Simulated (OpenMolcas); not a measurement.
```
&GATEWAY
Basis set
Pm.ANO-RCC-VDZP.
Pm1 0.0 0.0 0.0 Angstrom
End of basis
Basis set
O.ANO-RCC-VDZP.
L1 2.474000 0.000000 0.000000 Angstrom
L2 0.000000 2.474000 0.000000 Angstrom
L3 0.000000 0.000000 2.474000 Angstrom
End of basis
Basis set
Ca.EMB-AIMP.Pascual.13s7p.1s1p.ECP.CaO.
PseudoCharge
* 3 symmetry-unique lattice sites within 7.6 angstrom
End of basis
Basis set
Ca.EMB-AIMP.Pascual.0s.0s.ECP.CaO.
PseudoCharge
* 24 symmetry-unique lattice sites within 7.6 angstrom
End of basis
Basis set
O.EMB-AIMP.Pascual.0s.0s.ECP.CaO.
PseudoCharge
* 31 symmetry-unique lattice sites within 7.6 angstrom
End of basis
Symmetry
XYZ
AngMom=0.0 0.0 0.0
AMFI
RICD
XField
1037 Angstrom 0
* Evjen-weighted lattice charges
&SEWARD
&RASSCF
FileOrb=start.orb
Symmetry=1
Spin=5
nActEl=4 0 0
Inactive=30 27
Ras2=0 7
CIRoot=35 35 1
SDav=35
CIMx=300
Iter=150 100
PrWF=0.3
OrbListing=Nothing
MaxOrb=0
LevShft=1.0
>>> COPY $Project.JobIph JOB001
&RASSCF
FileOrb=start.orb
Symmetry=1
Spin=3
nActEl=4 0 0
Inactive=30 27
Ras2=0 7
CIRoot=162 162 1
SDav=210
CIMx=300
Iter=150 100
PrWF=0.3
OrbListing=Nothing
MaxOrb=0
CIOnly
LevShft=1.0
>>> COPY $Project.JobIph JOB002
&RASSCF
FileOrb=start.orb
Symmetry=1
Spin=1
nActEl=4 0 0
Inactive=30 27
Ras2=0 7
CIRoot=162 162 1
SDav=196
CIMx=300
Iter=150 100
PrWF=0.3
OrbListing=Nothing
MaxOrb=0
CIOnly
LevShft=1.0
>>> COPY $Project.JobIph JOB003
&RASSI
NrOfJobIphs=3 32 106 31
1 2 3 4 5 6 7 8 9 10 11 12 13 14 15 16 17 18 19 20 21 22 23 24 25 26 27
28 29 30 31 32
1 2 3 4 5 6 7 8 9 10 11 12 13 14 15 16 17 18 19 20 21 22 23 24 25 26 27
28 29 30 31 32 33 34 35 36 37 38 39 40 41 42 43 44 45 46 47 48 49 50 51
52 53 54 55 56 57 58 59 60 61 62 63 64 65 66 67 68 69 70 71 72 73 74 75
76 77 78 79 80 81 82 83 84 85 86 87 88 89 90 91 92 93 94 95 96 97 98 99
100 101 102 103 104 105 106
1 2 3 4 5 6 7 8 9 10 11 12 13 14 15 16 17 18 19 20 21 22 23 24 25 26 27
28 29 30 31
IphNames
JOB001
JOB002
JOB003
EJob
SpinOrbit
DIPRint=1.0
SOCoupling=1000.0
Subsets=2
Property=9
'ANGMOM' 1 'ANGMOM' 2 'ANGMOM' 3 'MLTPL  1' 1 'MLTPL  1' 2 'MLTPL  1' 3
'AMFI' 1 'AMFI' 2 'AMFI' 3
SOProperty=3
'ANGMOM' 1 'ANGMOM' 2 'ANGMOM' 3
```

Launched with:
```bash
OMP_NUM_THREADS=1 MOLCAS_MEM=2457 MOLCAS_PROJECT=a pymolcas a.inp > a.log  # once for each step of the input, in one work folder
```

Computed with OpenMolcas: state-averaged CASSCF, active space 4 electrons in the shell 4f, basis ANO-RCC-VDZP on all atoms, DKH2 scalar Hamiltonian, spin-orbit coupling by RASSI with atomic mean-field integrals.

Pm³⁺ (4f⁴) as a dopant in CaO, a cluster with its 6 nearest O²⁻ at 2.474 Å (octahedron) embedded in model potentials and point charges; the geometry was set, not optimised. The cluster and the levels that result:

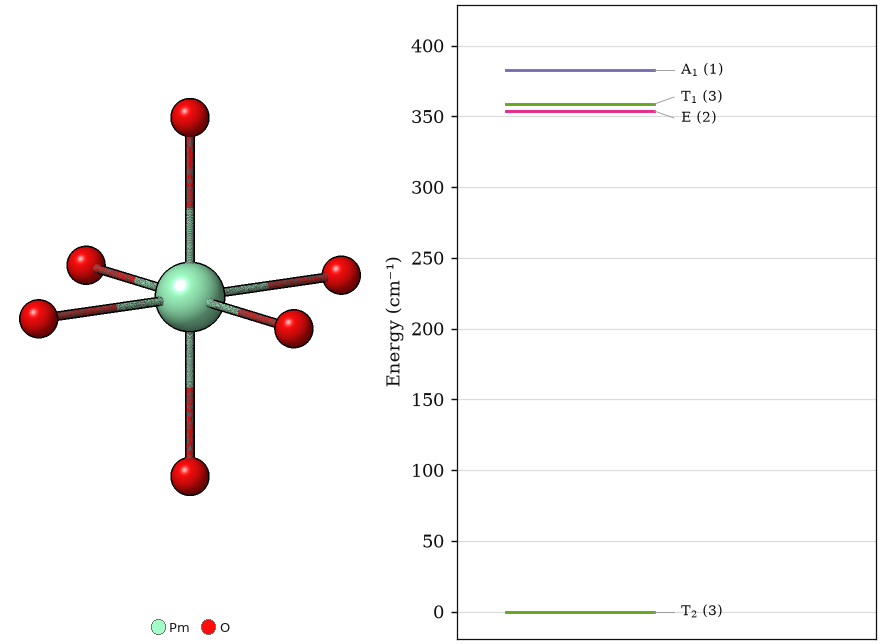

Labels give the representation in O, Td, D4 or D3 as the site allows (double group for half-integer spin) where it could be assigned and, in brackets, the degeneracy; spin-free states, where drawn, share the zero of the spin-orbit levels.

The ground level is T₂, 3-fold degenerate, 98 % from states of spin multiplicity 5, effective J = 3.99, with |mJ| = 3 the largest share (58 %). The next level lies at 354 cm⁻¹ (E). The lowest J multiplet spreads over 383 cm⁻¹. The active orbitals hold 99 to 100 % metal character (Löwdin), and the Mulliken charge of the metal is +2.19.

Note: high states of lower spin left out of the spin-orbit mixing; the geometry is set by hand, with no relaxation and no charge compensation; spin-free states above about 39,000 cm⁻¹ are left out of the spin-orbit step.
